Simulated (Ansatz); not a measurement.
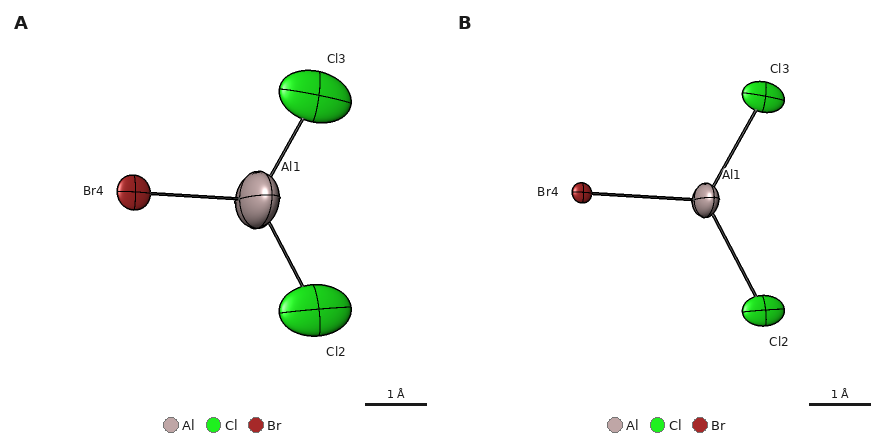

Displacement ellipsoids at the 50 % level, scaled by 3, from the internal vibrations of the free molecule (harmonic, no overall translation or rotation; no half-axis is drawn under 0.075 Å). Vibrations computed with RKS PBE0-D4/def2-TZVP (Ansatz 0.2.0). One panel is for 298 K, the other for 900 K.

Which panel is for 900 K?

A.

How much does the mean-square displacement of Br4 grow, and why?

U_eq goes from 0.00096 to 0.0028 Å², a factor of 2.9. Modes below kT (626 cm⁻¹ at 900 K) grow about in proportion to T, and the lowest lies at 119 cm⁻¹; the mean-square amplitude of a mode is its zero-point value times coth(ħω/2kT), which comes close to 1 only above about 3kT.
